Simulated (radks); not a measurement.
System: atomic lutetium (Lu), configuration [Xe] 4f14 5d1 6s2 (5d3/2: 1). The calculation used the in-house radial solver radks at this level: Dirac Kohn-Sham, PBEsol, spin-unpolarised, spherical densities, finite nucleus.

```
Z 71
configuration [Xe] 4f14 5d1 6s2
relativity Dirac
functional pbe_sol,pbe_sol
spin unpolarised
j_filling energy
nucleus finite rms 5.37 fm
c 137.035999084
```

Wanted: the number of electrons inside radius r (solid) and the radial density 4πr²ρ (dashed).

The count levels off at 71 electrons. Half of them lie within 0.409 bohr, 90 % within 1.38 bohr and 99 % within 4.26 bohr. The radial density has minima at 0.0258, 0.108 and 0.316 bohr, where the count stands at 2.0, 11.2 and 29.8; these part the shells that the density resolves.

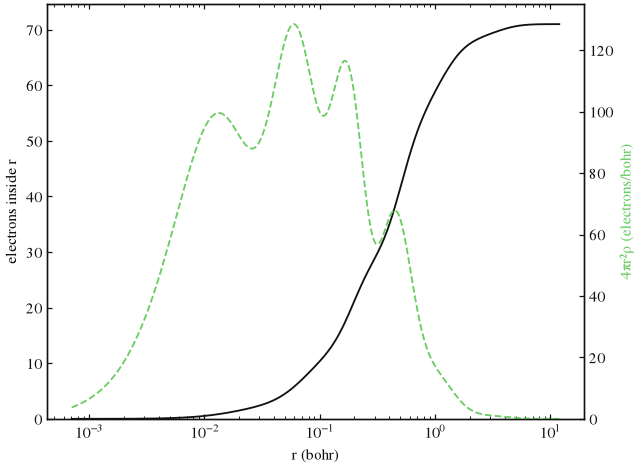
